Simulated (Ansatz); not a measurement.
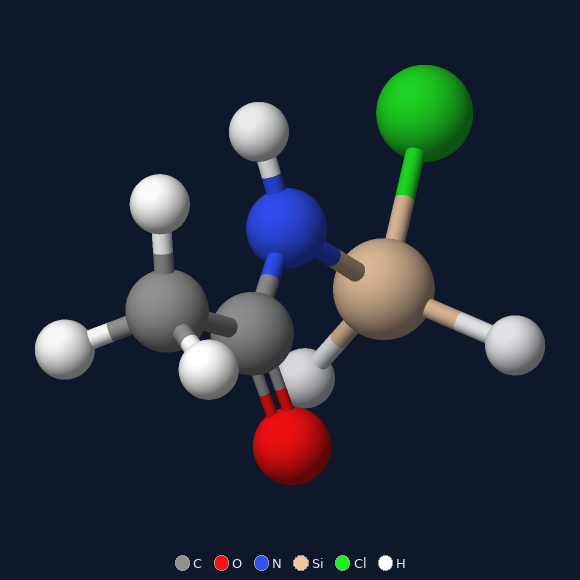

The computed structure is the end point of a PBE-D4/def2-SVP optimisation. No frequency run is at hand to confirm it as a minimum.

Give the structural formula.

SMILES: CC(=O)N[SiH2]Cl

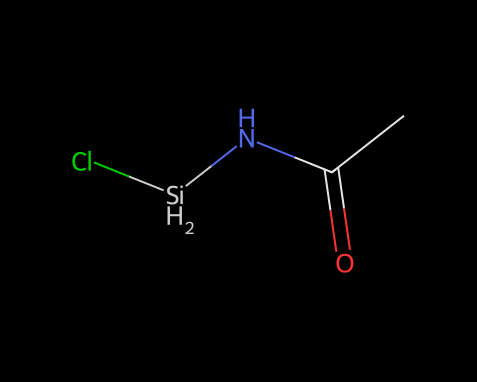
